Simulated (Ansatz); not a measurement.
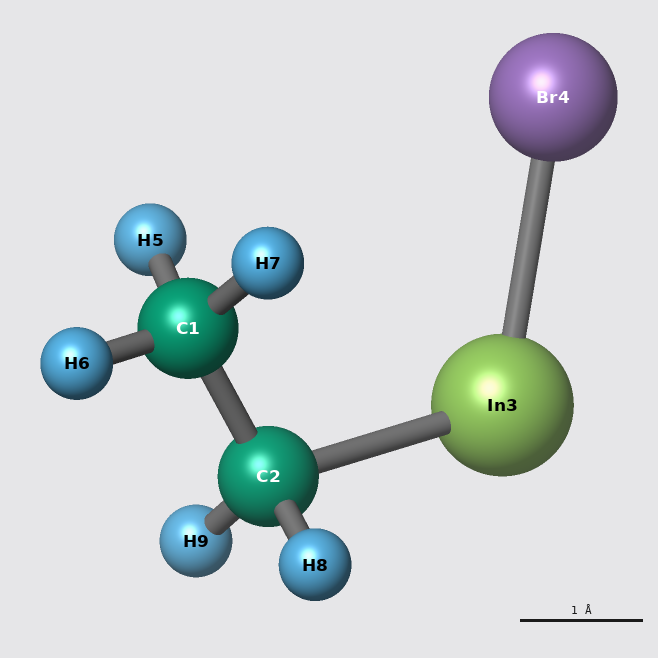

The view is orthographic, and the bar gives the scale. State: neutral, doublet. Computed geometry: PBE-D4/def2-SVP optimisation. No frequency run is at hand to confirm it as a minimum.

Write Cartesian coordinates in Å in the frame of the picture: x to the right, y up, z towards the viewer, origin at the mean of the atomic positions.

```xyz
9
C2H5BrIn
C   -0.76   0.30   0.51
C   -0.10  -0.93  -0.09
In   1.84  -0.34  -1.26
Br   2.26   2.21  -0.97
H   -1.07   1.03  -0.27
H   -1.68   0.01   1.07
H   -0.10   0.84   1.21
H    0.29  -1.65   0.65
H   -0.69  -1.46  -0.86
```
